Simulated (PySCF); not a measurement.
SMILES c1cc(c(cc1)C=C)[SeH], GFN2-xTB optimised geometry. Atoms within 1.6 Å of the plane z = 0.0 Å (x, y, z in Å): C1 (-0.63, -2.48, -0.33), C2 (-1.06, -1.27, 0.01), C3 (-0.29, -0.04, 0.00), C4 (1.11, -0.04, 0.00), C5 (1.83, 1.14, -0.01), C6 (1.16, 2.36, -0.02), C7 (-0.22, 2.39, -0.02), C8 (-0.94, 1.20, 0.00), Se9 (-2.86, 1.27, 0.00), H10 (-1.27, -3.34, -0.29), H11 (0.38, -2.66, -0.66), H12 (-2.10, -1.15, 0.32), H13 (1.63, -0.98, 0.02), H14 (2.91, 1.11, -0.01), H15 (1.72, 3.28, -0.03), H16 (-0.74, 3.34, -0.02), H17 (-2.91, 2.72, 0.01).

Calculation: PBE/def2-SVP (PySCF). Cells within 0.4 Å of a nucleus heavier than hydrogen are left out (blank, or x).

Map of the deformation density (molecule minus spherical neutral atoms) (e/bohr³) on the plane z = 0.0 Å:

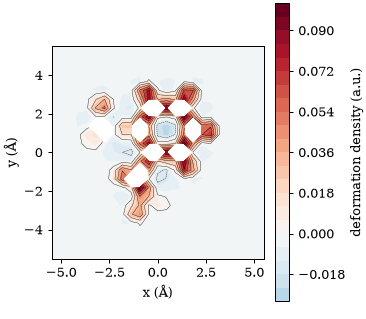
Figure. Deformation density (molecule minus spherical neutral atoms) (e/bohr³) on the plane z = 0.0 Å.
